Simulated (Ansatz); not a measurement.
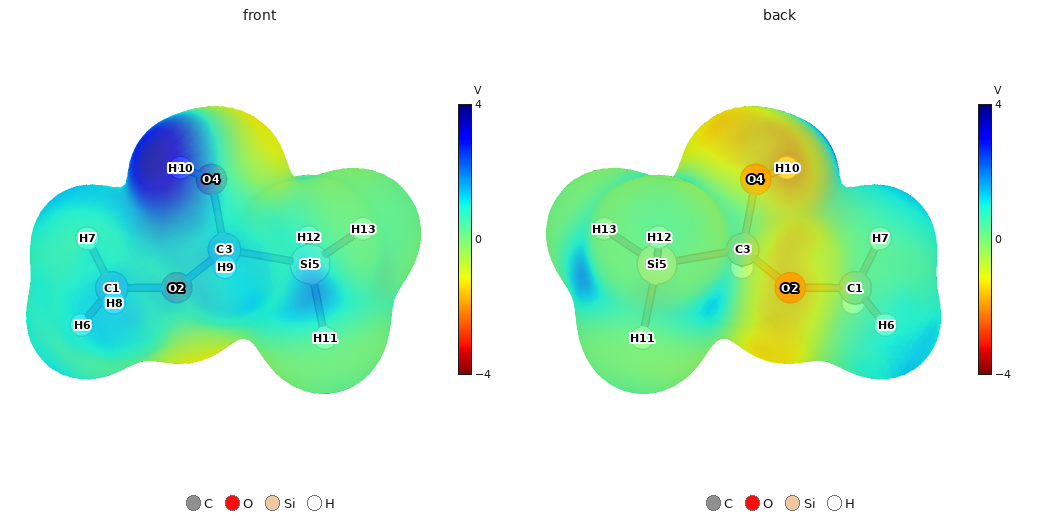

The picture shows: C₂H₈O₂Si (SMILES COC(O)[SiH3]). The molecular electrostatic potential painted on the density surface at 0.004 e/bohr³, seen from the front and from behind; the colour scale runs from red (negative) to blue (positive).

Geometry: PBE0-D4/def2-TZVP.

The calculation used RKS PBE0-D4/def2-TZVPP (Ansatz 0.2.0).

```xyz
13

C    -1.8933    0.6239   -0.1855
O    -0.8361   -0.2759   -0.4069
C     0.3596    0.0815    0.2251
O     0.9466    1.2446   -0.3092
Si    1.5825   -1.3567   -0.0388
H    -2.7982    0.1705   -0.5892
H    -1.7267    1.5805   -0.6942
H    -2.0370    0.8076    0.8892
H     0.1606    0.2334    1.3016
H     0.5723    2.0217    0.1141
H     0.9821   -2.6106    0.4843
H     1.8767   -1.4938   -1.4858
H     2.8313   -1.0615    0.7100
```

Q: Which sites attract a positive test charge, and which a negative one?

A: A positive charge is drawn to the negative regions and a negative charge to the positive ones. The most negative region (about −1.5 V) lies over O2 and O4, the most positive (about +3.3 V) over H10.
